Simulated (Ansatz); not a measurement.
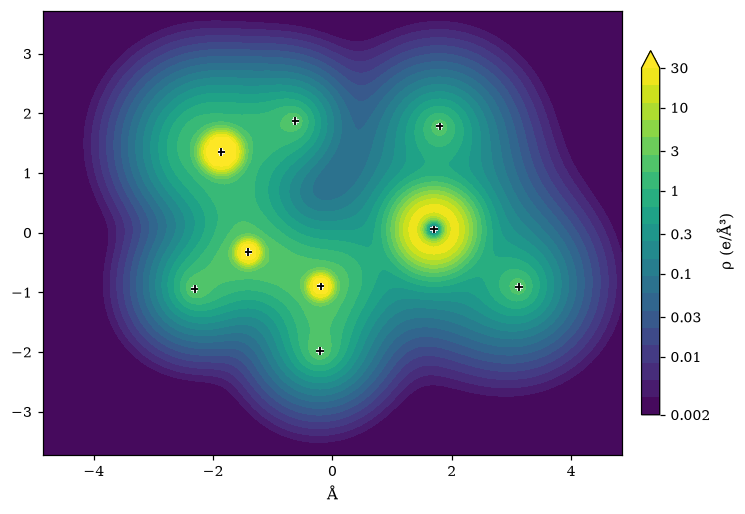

The electron density on a plane through atoms (crosses mark nuclei in the plane).

Method: RKS PBE0-D4/def2-TZVPP (Ansatz).

Candidates:
A. C₂H₅InS (SMILES SC=[CH][InH2])
B. C₃H₉MgN (SMILES C[CH](C)[Mg][NH2])
C. Cl₄Zr (SMILES [Cl][Zr]([Cl])([Cl])[Cl])

**Which candidate gave the map?**

Candidate A: C₂H₅InS on the molecular plane, which holds S, C, In and H. C–C (1.34 Å): ρ is about 2.3 e/Å³ halfway. C–S (1.74 Å): ρ at the midpoint is about 1.4 e/Å³.
